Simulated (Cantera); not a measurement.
Input: 1 mol NF3, 0.017 mol SO2, 0.41 mol H2, at 0.0840 bar.

Cantera equilibrium calculation (NASA polynomials, part measured and part estimated; ideal gas, pure solids and liquids). Candidate condensed phases: H2O, H2SO4, S; 62 gas species. The tables' values for SOF2, SF3 are old estimates; treat these amounts as uncertain. Equilibrium is a limit: real reactors are often held back by kinetics, nucleation or transport.

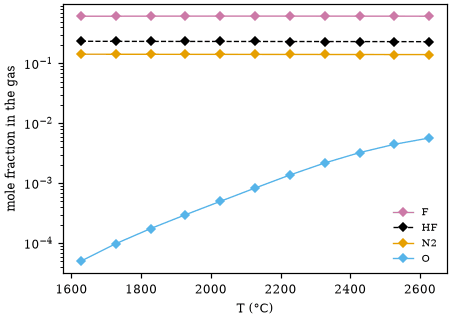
Fig. 1. Equilibrium gas composition (values under 1e-9 drawn at 1e-9)

From 1627 °C to 2627 °C nothing is condensed.
